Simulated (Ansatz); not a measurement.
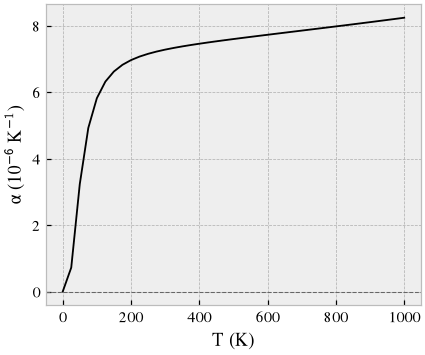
Figure: Linear thermal expansion of Ta (bcc (W type), Im-3m) from the quasi-harmonic free energy, PBE density-functional theory in Ansatz (plane waves, PAW)

The run noted for some of its cells that some bands missed the eigensolver's tolerance. Spin-orbit coupling is not included.

Question: Read off α at 300 K, and say whether it is negative anywhere.

Answer: About 7.3 × 10⁻⁶ K⁻¹. It is not negative in the range shown.

Ansatz is a program for electronic structure.
